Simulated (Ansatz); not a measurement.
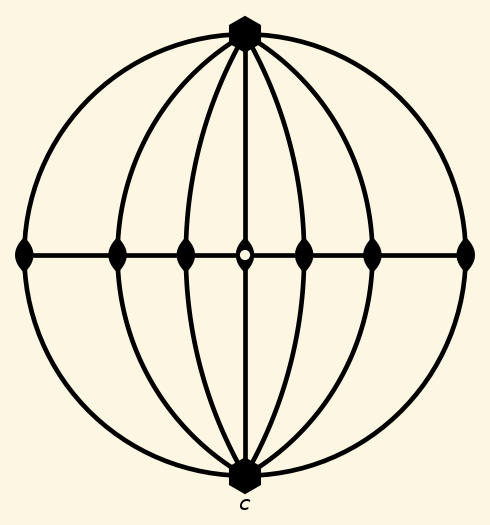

Stereographic projection: heavy lines are mirror planes (a heavy rim: a mirror in the plane of the page); lens, triangle, square and hexagon are 2-, 3-, 4- and 6-fold axes, a lens in an open square is −4, a triangle in an open hexagon −6; thin dashed diameters join the ends of axes that lie in the page; a small open circle marks inversion. The b axis points at the viewer. Computed from the symmetry operations of a computed or model structure of composition Os.

Name the crystal class.

6/mmm (D6h), order 24, hexagonal system: one sixfold axis, six twofold axes, seven mirror planes, an inversion centre.

Which physical properties does it allow?

It is centrosymmetric, so neither piezoelectric nor pyroelectric; it is not chiral.
